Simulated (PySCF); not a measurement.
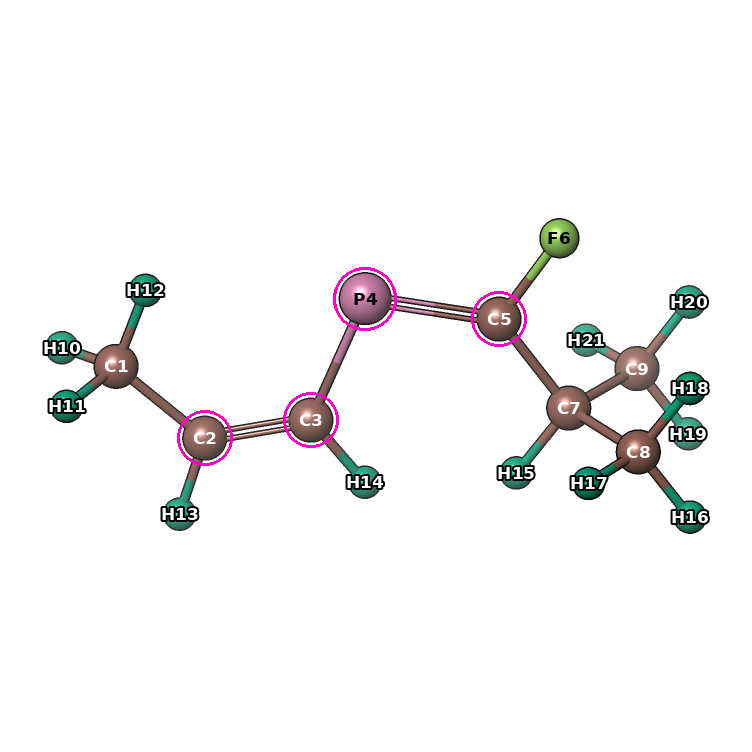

Distant atoms are faded towards the background colour. Circles mark the stereogenic atoms. The computed structure is the end point of a PBE0-D3(BJ)/def2-SVP optimisation. No frequency run is at hand to confirm it as a minimum.

### Give the R/S and E/Z labels.

C2=C3: Z; P4=C5: E.

### Write the isomeric SMILES.

C/C=C\P=C(\F)C(C)C
